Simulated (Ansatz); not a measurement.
**Nickel, simple cubic under PBEsol: ground state and equation of state, part 1 of 2**

The plan for nickel in the simple cubic structure: relax it, solve it on a dense k-mesh, then scale the cell to 7 volumes from 88 to 112 % of the relaxed one and try a fit of the equation of state. Spin polarisation is left out, though the real metal is magnetic, so this state lies above the ground state. The k-meshes are 14×14×14 for the relaxation; 22×22×22 for the dense run; 15×15×15 for the volumes.

This is Ni in the simple cubic structure; at room conditions it is fcc.

Program: Ansatz 0.2.0. Level of theory: DFT PBEsol, plane waves (420 eV) with PAW, scalar-relativistic; PBE-made PAW files. These are calculated values, not measurements.

## Step 1: The structure to begin with

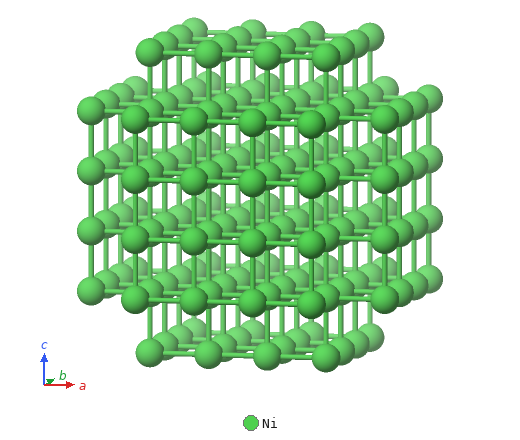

The structure, seen slightly off an axis (nickel green). 3×3×3 cells are drawn. Any atoms on the faces are drawn again on the opposite ones, and bonded neighbours outside are added.

As a file:

```xyz
1
Lattice="2.2776 0.0000 0.0000 0.0000 2.2776 0.0000 0.0000 0.0000 2.2776" Properties=species:S:1:pos:R:3 pbc="T T T"
Ni    0.0000    0.0000    0.0000
```

## Step 2: Geometry optimisation

The input, input.yaml:

```yaml
crystal:
  lattice:
    - [2.2775907947, 0.0, 0.0]
    - [0.0, 2.2775907947, 0.0]
    - [0.0, 0.0, 2.2775907947]
  atoms:
    - { symbol: Ni, position: [0.0, 0.0, 0.0] }
hamiltonian:
  xc: pbesol
  pseudopotentials:
    kind: paw
    azcp:
      Ni: "pseudopotentials/Ni.paw.azcp"
basis:
  ecutwfc: 420
  fft_grid_basis: typed
kpoints:
  mp_grid: { grid: [14, 14, 14], shift: [0, 0, 0] }
magnetization:
  spin_polarized: false
scf:
  occupations: { method: fermi_dirac, width: 0.1 }
relax:
  max_steps: 60
  f_tol: 0.01
  cell: {}
output:
  write_density: true
  write_potential: true
  elf: true
  volumetric_format: npy
```

The program printed:

```text
Warning: <dir> the record states the generating functional pbe (its physics header spells it `PBE`), which answers neither for hamiltonian.xc's functional nor for the pbesol family's — results may be inconsistent (PPs are generated against a specific XC)
Warning: RAYON_NUM_THREADS=2 ignored (pool sized by the plan → 2); use --threads N
Engine: ansatz 0.2.0, aarch64-unknown-linux-gnu
Pseudopotentials: kind: paw
Pseudopotential: Ni, paw, valence charge 18, recommended cutoff 420 eV (normal), <dir>
Functional definition: PBEsol
  exchange = pbesol_x
  correlation = pbesol_c
Crystal: 1 atoms, lattice volume = 11.815 Å³
Basis set: ecut = 420 eV, 251 PW (Γ), exchange–correlation on 32×32×32 points (8 copies of the dense FFT grid, shifted against one another)
Bands: 13, of which v1, the nominal top of the filled ones, is band 9 counted from 1 (8 counted from 0)
Symmetry: 48 space group operations
Space group: Pm-3m (ITA 221), of the structure as read, at distance tolerance 2.3e-5 Å
k-points: 120 of 2744
Non-local potential: Ni, projectors of the file, l = 0: 3, l = 1: 2, l = 2: 3, l = 3: 1
PAW form: soft (Blöchl's): semilocal exchange-correlation on the pseudo side does not see the compensation charge
PAW frozen core: Ni, regenerated for the run's functional, and the local potential with it (the file was generated under x = pbe(κ = 0.804, μ = 0.2195149727645171), c = pbe(β = 0.06672455060314922))
PAW one-centre angular grid: Ni, 590 points (default); XC on 64 Gauss nodes
Initial density: superposition of atomic densities (neutral atoms: chi_scale 0, normalization atom), corrected by the library's trained network
Initial wavefunctions: pseudopotential atomic-orbital guess
Functional: x = pbesol(κ = 0.804, μ = 0.12345679012345678), c = pbesol(β = 0.046)
SCF iter   1: F=—  HF=-5804.232363 eV  |F-HF|=—  |Δ(HF+E_count)|=         —  Δρ=3.14e-2  dr2=6.46e-2  ethr=1.77e-3  ⟨swp⟩=5.3  Hψ=8263  notcnv=0
preconditioner: auto → none  [metal: Δε(μ)=0.016 eV  Ē_g=13.503 eV  σ=0.100 eV  W_gap=0.04  n_scr=6 (ndim 8)  ℏωp=34.2 eV  f_vac=0.000  D(μ)=2.38/eV (n_scr^D=32)  sad-step TF]
SCF iter   2: F=—  HF=-5804.222459 eV  |F-HF|=—  |Δ(HF+E_count)|=   9.90e-3  Δρ=1.42e-2  dr2=1.49e-2  ethr=3.59e-4  ⟨swp⟩=2.0  Hψ=2882  notcnv=0
SCF iter   3: F=—  HF=-5804.219825 eV  |F-HF|=—  |Δ(HF+E_count)|=   2.63e-3  Δρ=1.14e-3  dr2=1.17e-4  ethr=8.26e-5  ⟨swp⟩=1.3  Hψ=1647  notcnv=0
SCF iter   4: F=—  HF=-5804.219792 eV  |F-HF|=—  |Δ(HF+E_count)|=   3.30e-5  Δρ=1.19e-4  dr2=8.61e-7  ethr=6.50e-7  ⟨swp⟩=2.0  Hψ=2089  notcnv=0
SCF iter   5: F=—  HF=-5804.219788 eV  |F-HF|=—  |Δ(HF+E_count)|=   3.85e-6  Δρ=8.33e-5  dr2=4.60e-7  ethr=4.78e-9  ⟨swp⟩=2.2  Hψ=2594  notcnv=0
SCF iter   6: F=-5804.219788 eV  HF=-5804.219788 eV  |F-HF|=1.64e-8  |Δ(HF+E_count)|=   9.57e-8  Δρ=1.45e-5  dr2=1.42e-8  ethr=5.56e-10  ⟨swp⟩=6.5  Hψ=9276  notcnv=0
SCF 1 converged in 6 iterations: F = -5804.219788 eV  dr2 = 1.42e-8
relax step   1: F+E_penalty+E_count = -5804.21978790 eV  Δ(F+E_penalty+E_count) = +0.000e0 eV  max|allowed force component| = 0.000e0 eV/Å  Δτ_max = 0.0000 Å  P = +2.156 GPa  Ω = 11.815 Å³  (6 SCF iters, dr2 threshold 1.00e-7 eV, accepted)
Crystal: 1 atoms, lattice volume = 11.885 Å³
Initial density: handed on by an earlier stage of this run
Initial wavefunctions: those handed on with the density
iter 1 solved again at ethr=1.24e-7 eV; its pass at ethr=3.10e-3 eV (dr2=2.23e-5 eV) is discarded
SCF iter   1: F=—  HF=-5804.220482 eV  |F-HF|=—  |Δ(HF+E_count)|=         —  Δρ=5.31e-4  dr2=1.76e-5  ethr=1.24e-7  ⟨swp⟩=2.2  Hψ=10189  notcnv=0
preconditioner: auto → none  [metal: Δε(μ)=0.007 eV  Ē_g=13.591 eV  σ=0.100 eV  W_gap=0.02  n_scr=6 (ndim 8)  ℏωp=34.1 eV  f_vac=0.000  D(μ)=2.36/eV (n_scr^D=32)]
SCF iter   2: F=—  HF=-5804.220474 eV  |F-HF|=—  |Δ(HF+E_count)|=   8.54e-6  Δρ=1.07e-4  dr2=6.03e-7  ethr=9.76e-8  ⟨swp⟩=1.2  Hψ=1609  notcnv=0
iter 3 did not close the SCF: its close was put off for the readings that it lacked (scf_convergence_deferred on its scf_iter line)
SCF iter   3: F=-5804.220474 eV  HF=-5804.220474 eV  |F-HF|=1.61e-8  |Δ(HF+E_count)|=   2.42e-8  Δρ=2.80e-5  dr2=3.77e-8  ethr=3.35e-9  ⟨swp⟩=1.9  Hψ=1998  notcnv=0
iter 4 did not close the SCF: its close was put off for the readings that it lacked (scf_convergence_deferred on its scf_iter line)
SCF iter   4: F=-5804.220474 eV  HF=-5804.220474 eV  |F-HF|=1.14e-10  |Δ(HF+E_count)|=   2.03e-8  Δρ=5.43e-6  dr2=2.15e-9  ethr=2.09e-10  ⟨swp⟩=2.1  Hψ=2594  notcnv=0
iter 5 did not close the SCF: its close was put off for the readings that it lacked (scf_convergence_deferred on its scf_iter line)
SCF iter   5: F=-5804.220474 eV  HF=-5804.220474 eV  |F-HF|=1.82e-12  |Δ(HF+E_count)|=  5.12e-10  Δρ=1.56e-7  dr2=1.40e-12  ethr=1.19e-11  ⟨swp⟩=1.2  Hψ=1655  notcnv=0
SCF iter   6: F=-5804.220474 eV  HF=-5804.220474 eV  |F-HF|=0.00e0  |Δ(HF+E_count)|=  1.82e-12  Δρ=3.72e-8  dr2=9.51e-14  ethr=1.00e-12  ⟨swp⟩=4.3  Hψ=6936  notcnv=0
SCF 2 converged in 6 iterations: F = -5804.220474 eV  dr2 = 9.51e-14
relax step   2: F+E_penalty+E_count = -5804.22047365 eV  Δ(F+E_penalty+E_count) = -6.857e-4 eV  max|allowed force component| = 0.000e0 eV/Å  Δτ_max = 0.0000 Å  P = +1.107 GPa  Ω = 11.885 Å³  energy of the carried Pulay correction = -2.606e-5 eV  (6 SCF iters, accepted)
Crystal: 1 atoms, lattice volume = 11.960 Å³
iter 1 solved again at ethr=1.48e-7 eV; its pass at ethr=3.10e-3 eV (dr2=2.66e-5 eV) is discarded
SCF iter   1: F=—  HF=-5804.220719 eV  |F-HF|=—  |Δ(HF+E_count)|=         —  Δρ=5.55e-4  dr2=1.93e-5  ethr=1.48e-7  ⟨swp⟩=2.1  Hψ=10190  notcnv=0
preconditioner: auto → none  [metal: Δε(μ)=0.006 eV  Ē_g=13.526 eV  σ=0.100 eV  W_gap=0.01  n_scr=6 (ndim 8)  ℏωp=34.0 eV  f_vac=0.000  D(μ)=2.37/eV (n_scr^D=32)]
SCF iter   2: F=—  HF=-5804.220709 eV  |F-HF|=—  |Δ(HF+E_count)|=   9.37e-6  Δρ=1.16e-4  dr2=7.17e-7  ethr=1.07e-7  ⟨swp⟩=1.2  Hψ=1606  notcnv=0
iter 3 did not close the SCF: its close was put off for the readings that it lacked (scf_convergence_deferred on its scf_iter line)
SCF iter   3: F=-5804.220709 eV  HF=-5804.220709 eV  |F-HF|=1.76e-8  |Δ(HF+E_count)|=   2.93e-8  Δρ=2.82e-5  dr2=3.87e-8  ethr=3.98e-9  ⟨swp⟩=1.8  Hψ=1989  notcnv=0
iter 4 did not close the SCF: its close was put off for the readings that it lacked (scf_convergence_deferred on its scf_iter line)
SCF iter   4: F=-5804.220709 eV  HF=-5804.220709 eV  |F-HF|=6.37e-12  |Δ(HF+E_count)|=   2.05e-8  Δρ=5.19e-6  dr2=2.01e-9  ethr=2.15e-10  ⟨swp⟩=2.1  Hψ=2574  notcnv=0
iter 5 did not close the SCF: its close was put off for the readings that it lacked (scf_convergence_deferred on its scf_iter line)
SCF iter   5: F=-5804.220709 eV  HF=-5804.220709 eV  |F-HF|=1.82e-12  |Δ(HF+E_count)|=  5.39e-10  Δρ=1.50e-7  dr2=1.56e-12  ethr=1.12e-11  ⟨swp⟩=1.1  Hψ=1624  notcnv=0
SCF iter   6: F=-5804.220709 eV  HF=-5804.220709 eV  |F-HF|=1.82e-12  |Δ(HF+E_count)|=    0.00e0  Δρ=3.98e-8  dr2=1.04e-13  ethr=1.00e-12  ⟨swp⟩=4.4  Hψ=6921  notcnv=0
SCF 3 converged in 6 iterations: F = -5804.220709 eV  dr2 = 1.04e-13
relax step   3: F+E_penalty+E_count = -5804.22070934 eV  Δ(F+E_penalty+E_count) = -2.357e-4 eV  max|allowed force component| = 0.000e0 eV/Å  Δτ_max = 0.0000 Å  P = +0.026 GPa  Ω = 11.960 Å³  energy of the carried Pulay correction = -5.375e-5 eV  (6 SCF iters, accepted)
Initial wavefunctions: pseudopotential atomic-orbital guess (no wavefunctions were taken with the density)
iter 1 solved again at ethr=1.07e-7 eV; its pass at ethr=3.10e-3 eV (dr2=1.92e-5 eV) is discarded
SCF iter   1: F=—  HF=-5804.220751 eV  |F-HF|=—  |Δ(HF+E_count)|=         —  Δρ=4.10e-4  dr2=4.21e-7  ethr=1.07e-7  ⟨swp⟩=3.1  Hψ=12303  notcnv=0
preconditioner: auto → none  [metal: Δε(μ)=0.007 eV  Ē_g=13.524 eV  σ=0.100 eV  W_gap=0.02  n_scr=6 (ndim 8)  ℏωp=34.0 eV  f_vac=0.000  D(μ)=2.37/eV (n_scr^D=32)]
SCF iter   2: F=—  HF=-5804.220760 eV  |F-HF|=—  |Δ(HF+E_count)|=   8.97e-6  Δρ=2.05e-4  dr2=1.06e-7  ethr=2.34e-9  ⟨swp⟩=1.5  Hψ=1807  notcnv=0
SCF iter   3: F=—  HF=-5804.220763 eV  |F-HF|=—  |Δ(HF+E_count)|=   2.82e-6  Δρ=7.46e-6  dr2=2.18e-9  ethr=5.88e-10  ⟨swp⟩=1.0  Hψ=1561  notcnv=0
SCF iter   4: F=—  HF=-5804.220763 eV  |F-HF|=—  |Δ(HF+E_count)|=  8.77e-10  Δρ=7.87e-7  dr2=7.34e-12  ethr=1.21e-11  ⟨swp⟩=2.3  Hψ=2344  notcnv=0
iter 5 did not close the SCF: its close was put off for the readings that it lacked (scf_convergence_deferred on its scf_iter line)
SCF iter   5: F=-5804.220763 eV  HF=-5804.220763 eV  |F-HF|=1.82e-12  |Δ(HF+E_count)|=  3.27e-11  Δρ=5.45e-8  dr2=1.35e-13  ethr=1.00e-12  ⟨swp⟩=1.1  Hψ=1574  notcnv=0
SCF iter   6: F=-5804.220763 eV  HF=-5804.220763 eV  |F-HF|=0.00e0  |Δ(HF+E_count)|=  9.09e-13  Δρ=6.07e-9  dr2=1.16e-15  ethr=1.00e-12  ⟨swp⟩=4.0  Hψ=6165  notcnv=0
SCF 4 converged in 6 iterations: F = -5804.220763 eV  dr2 = 1.16e-15
relax step   4: F+E_penalty+E_count = -5804.22076292 eV  Δ(F+E_penalty+E_count) = -5.359e-5 eV  max|allowed force component| = 0.000e0 eV/Å  Δτ_max = 0.0000 Å  P = +0.020 GPa  Ω = 11.960 Å³  stress off target by 1.99e-2 GPa  SCF on the basis re-selected at this cell (its energy is not comparable with the rows above)  (6 SCF iters)
basis re-selected at this cell: Δ(F+E_penalty+E_count) = -5.359e-5 eV, ΔP = -0.006 GPa vs the last step (what re-selecting the basis moved, of the pressure what is left beyond the Pulay correction that the steps carried, after the strain that the cell walked since its last selection, with what the two solves' SCF thresholds leave and, on support functions, any second-order correction that the steps lacked; it is no measure of the basis error at this ecutwfc). This SCF's stress stands 1.99e-2 GPa from its target on what of the cell is left free (relax.cell.stress_tol is 5.00e-2 GPa) and its largest allowed force component is 0.00e0 eV/Å (relax.f_tol is 1.00e-2 eV/Å): within both
SCF converged after 6 iterations
Free energy (F): -5804.220763 eV
Harris-Foulkes:  -5804.220763 eV  (|F-HF|=0.00e0)
Internal energy: -5804.144694 eV  (E = F + TS)
E sigma→0 (E₀):  -5804.182728 eV
Entropy (-TS):   -0.076069 eV (-76.069 meV/atom)
Fermi energy:    15.861632 eV
--- Per-component energies (eV) ---
  E_band       = -319.823952
  E_kinetic    = 283.526726
  E_local      = -3697.632794  (includes V_loc(G=0)·N_el)
  E_nonlocal   = 639.615284
  E_hartree    = 1545.432366
  E_xc         = -83.783672
  E_vxc        = -108.413614  (∫ρ·V_xc dr)
  E_paw        = -1597.286597  (= ΣΔE_a)
  E_vpaw       = -527.784775  (= ΣTr[D̂ρ^β])
  E_aug_tail   = 0.000487  (compensation charges beyond the density's cutoff)
  E_ewald      = -2894.213784
  E_core_change = 0.197289  (= ΣΔE_core)
  E_smearing   = -0.076069  (= −TS)
  E_closure    = -0.000000  (closes the sum)
  Σ components = -5804.220763   (vs F -5804.220763, Δ=0.00e0)
--- Forces (eV/Å), atoms counted from 1 ---
  atom   1  Ni    -0.00000000     0.00000000     0.00000000
  max |Σ_I F_I| component: 1.64e-32 eV/Å
--- Stress (GPa, compression-positive) ---
        0.019937       0.000000       0.000000
        0.000000       0.019937      -0.000000
        0.000000      -0.000000       0.019937
  P = ⅓ Tr σ = 0.0199 GPa (0.199 kbar)
--- Band table (eV; the first three rows and the last of 120) ---
  k-point 0: bands = ["-86.8442", "-47.2329", "-47.2329", "-47.2329", "7.4961", "12.2849", "12.2849", "15.9355", "15.9355", "15.9355", "35.8922", "35.8922", "35.8922"]
  k-point 1: bands = ["-86.8425", "-47.2474", "-47.2317", "-47.2317", "7.6530", "12.3077", "12.3576", "15.8730", "15.8730", "15.9405", "33.9164", "36.1053", "36.1053"]
  k-point 2: bands = ["-86.8378", "-47.2880", "-47.2283", "-47.2283", "8.1132", "12.3719", "12.5678", "15.7013", "15.7013", "15.9546", "30.8376", "36.7304", "36.7304"]
  k-point 119: bands = ["-86.7435", "-47.4580", "-47.4580", "-47.4580", "12.6731", "12.6731", "12.6731", "16.7442", "16.7442", "28.1115", "28.1115", "28.1115", "29.7954"]
--- Relaxed structure (3 steps of the walk, 3 accepted, 1 SCFs on fresh bases) ---
  F+E_penalty+E_count = -5804.22076292 eV   max|allowed force component| = 0.000e0 eV/Å   (the final SCF, on the basis selected at the relaxed cell)
  cell:  # Å, volume = 11.9598 Å³
    - [2.2868679032461983, 1.2438297557500899e-34, -4.012354050806741e-35]
    - [6.018531076210112e-35, 2.2868679032461983, 0.0]
    - [-4.012354050806741e-35, 0.0, 2.2868679032461983]
  atoms:
    - { symbol: Ni, position: [0.0, 0.0, 0.0] }
```

Wall time 2.5 s (2 threads of Arm Neoverse V2, shared host); peak memory 0.36 GiB.

The walk, from the log:

| step | energy change (meV/atom) | largest force (eV/Å) | pressure (GPa) | volume (Å³/atom) |
| --- | --- | --- | --- | --- |
| 1 | 0.00 | 0.0000 | 2.16 | 11.815 |
| 2 | -0.69 | 0.0000 | 1.11 | 11.885 |
| 3 | -0.92 | 0.0000 | 0.03 | 11.960 |
| 4 | -0.98 | 0.0000 | 0.02 | 11.960 |

Steps that repeat a cell are solved on a basis chosen anew, so their changes of energy are no gain of the relaxation.

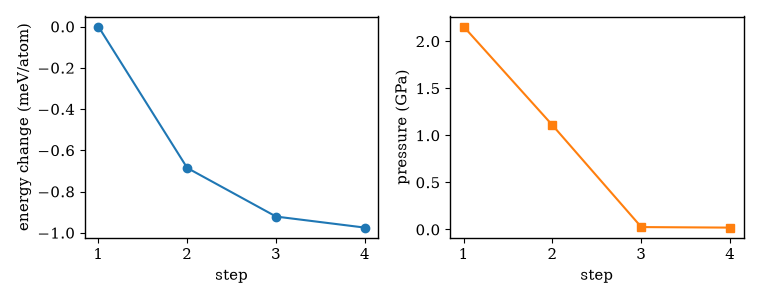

Energy and pressure over the accepted steps.

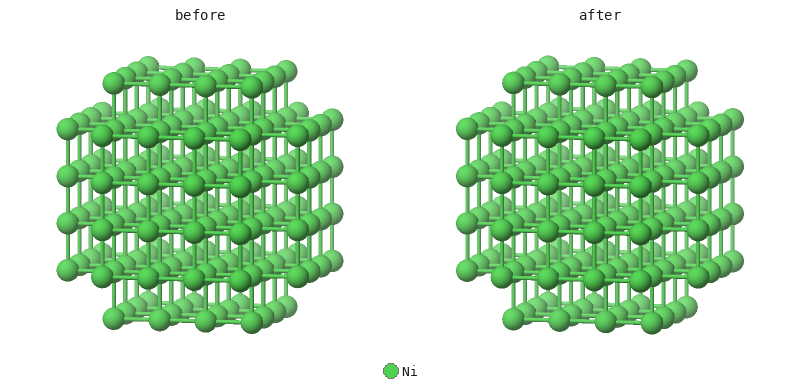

The structure before (left) and after (right), drawn at the same scale. The cells drawn are those of the first picture.

Changes in the cell that was computed:

|  | before | after | change |
| --- | --- | --- | --- |
| a (Å) | 2.278 | 2.287 | +0.4 % |
| b (Å) | 2.278 | 2.287 | +0.4 % |
| c (Å) | 2.278 | 2.287 | +0.4 % |
| volume (Å³/atom) | 11.815 | 11.960 | +1.2 % |
| shortest distance (Å) | 2.278 | 2.287 | +0.4 % |
| space group (spins left aside) | Pm-3m | Pm-3m | same |

## Step 3: Single point on a dense mesh

The input, input.yaml:

```yaml
crystal:
  lattice:
    - [2.2868679032, 0.0, 0.0]
    - [0.0, 2.2868679032, 0.0]
    - [0.0, 0.0, 2.2868679032]
  atoms:
    - { symbol: Ni, position: [0.0, 0.0, 0.0] }
hamiltonian:
  xc: pbesol
  pseudopotentials:
    kind: paw
    azcp:
      Ni: "pseudopotentials/Ni.paw.azcp"
basis:
  ecutwfc: 420
  fft_grid_basis: typed
kpoints:
  mp_grid: { grid: [22, 22, 22], shift: [0, 0, 0] }
magnetization:
  spin_polarized: false
scf:
  occupations: { method: fermi_dirac, width: 0.1 }
```

The program printed, cut to the lines that bear on the results:

```text
Warning: <dir> the record states the generating functional pbe (its physics header spells it `PBE`), which answers neither for hamiltonian.xc's functional nor for the pbesol family's — results may be inconsistent (PPs are generated against a specific XC)
Warning: RAYON_NUM_THREADS=2 ignored (pool sized by the plan → 2); use --threads N
[...]
Pseudopotentials: kind: paw
Pseudopotential: Ni, paw, valence charge 18, recommended cutoff 420 eV (normal), <dir>
Functional definition: PBEsol
[...]
Crystal: 1 atoms, lattice volume = 11.960 Å³
Basis set: ecut = 420 eV, 251 PW (Γ)
Bands: 13, of which v1, the nominal top of the filled ones, is band 9 counted from 1 (8 counted from 0)
Symmetry: 48 space group operations
Space group: Pm-3m (ITA 221), of the structure as read, at distance tolerance 2.3e-5 Å
k-points: 364 of 10648
[...]
SCF iter   1: F=—  HF=-5804.234741 eV  |F-HF|=—  |Δ(HF+E_count)|=         —  Δρ=3.15e-2  dr2=6.57e-2  ethr=1.77e-3  ⟨swp⟩=5.3  Hψ=25001  notcnv=0
[...]
SCF iter   6: F=-5804.222050 eV  HF=-5804.222050 eV  |F-HF|=1.37e-8  |Δ(HF+E_count)|=   9.40e-8  Δρ=1.29e-5  dr2=1.11e-8  ethr=5.56e-10  ⟨swp⟩=1.6  Hψ=13118  notcnv=0
[...]
SCF converged after 6 iterations
Free energy (F): -5804.222050 eV
[...]
E sigma→0 (E₀):  -5804.184821 eV
Entropy (-TS):   -0.074458 eV (-74.458 meV/atom)
Fermi energy:    15.860625 eV
[...]
```

It took 1.4 s on 2 threads of Arm Neoverse V2, shared host; peak memory 0.38 GiB.

## Step 4: Equation of state: 88 %

The input, input.yaml:

```yaml
crystal:
  lattice:
    - [2.1914688564, 0.0, 0.0]
    - [0.0, 2.1914688564, 0.0]
    - [0.0, 0.0, 2.1914688564]
  atoms:
    - { symbol: Ni, position: [0.0, 0.0, 0.0] }
hamiltonian:
  xc: pbesol
  pseudopotentials:
    kind: paw
    azcp:
      Ni: "pseudopotentials/Ni.paw.azcp"
basis:
  ecutwfc: 420
  fft_grid_basis: typed
kpoints:
  mp_grid: { grid: [15, 15, 15], shift: [0, 0, 0] }
magnetization:
  spin_polarized: false
scf:
  occupations: { method: fermi_dirac, width: 0.1 }
  lower_state_search: "off"
output:
  stress: true
  write_density: true
  write_potential: true
  elf: true
  volumetric_format: npy
```

The program printed, cut to the lines that bear on the results:

```text
Warning: <dir> the record states the generating functional pbe (its physics header spells it `PBE`), which answers neither for hamiltonian.xc's functional nor for the pbesol family's — results may be inconsistent (PPs are generated against a specific XC)
Warning: RAYON_NUM_THREADS=2 ignored (pool sized by the plan → 2); use --threads N
[...]
Pseudopotentials: kind: paw
Pseudopotential: Ni, paw, valence charge 18, recommended cutoff 420 eV (normal), <dir>
Functional definition: PBEsol
[...]
Crystal: 1 atoms, lattice volume = 10.525 Å³
Basis set: ecut = 420 eV, 203 PW (Γ)
Bands: 13, of which v1, the nominal top of the filled ones, is band 9 counted from 1 (8 counted from 0)
Symmetry: 48 space group operations
Space group: Pm-3m (ITA 221), of the structure as read, at distance tolerance 2.2e-5 Å
k-points: 120 of 3375
[...]
SCF iter   1: F=—  HF=-5804.121115 eV  |F-HF|=—  |Δ(HF+E_count)|=         —  Δρ=3.43e-2  dr2=6.65e-2  ethr=1.77e-3  ⟨swp⟩=5.1  Hψ=8222  notcnv=0
[...]
SCF iter   6: F=-5804.107454 eV  HF=-5804.107454 eV  |F-HF|=2.91e-11  |Δ(HF+E_count)|=   2.40e-8  Δρ=1.09e-6  dr2=3.37e-11  ethr=5.56e-10  ⟨swp⟩=7.9  Hψ=9813  notcnv=0
[...]
SCF converged after 6 iterations
Free energy (F): -5804.107454 eV
[...]
E sigma→0 (E₀):  -5804.076120 eV
Entropy (-TS):   -0.062668 eV (-62.668 meV/atom)
Fermi energy:    18.742827 eV
[...]
--- Stress (GPa, compression-positive) ---
       29.331515       0.000000       0.000000
        0.000000      29.331515       0.000000
        0.000000       0.000000      29.331515
  P = ⅓ Tr σ = 29.3315 GPa (293.315 kbar)
--- Band table (eV; the first three rows and the last of 120) ---
  k-point 0: bands = ["-84.2330", "-44.5390", "-44.5390", "-44.5390", "9.4848", "14.4747", "14.4747", "18.8483", "18.8483", "18.8483", "40.3761", "40.3761", "40.3761"]
[...]
```

Wall time 0.89 s (2 threads of Arm Neoverse V2, shared host); peak memory 0.34 GiB.

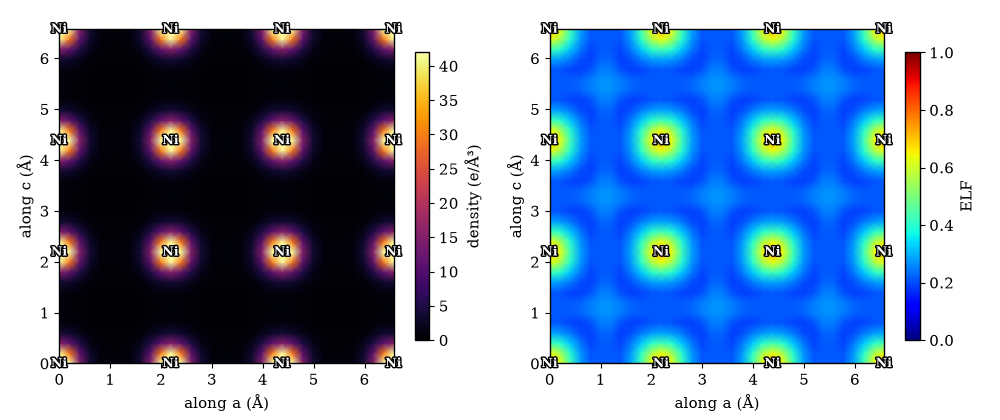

Density (left) and ELF (right) in a lattice plane of the grid's cell (edges 2.19 and 2.19 Å, at 0.000 of the third edge), which holds Ni. Only atoms in the plane are labelled; the density scale stops at 41.97 e/Å³. Both are smooth fields of the valence electrons: close to the nuclei they are not physical.

(Continued in part 2 of 2.)
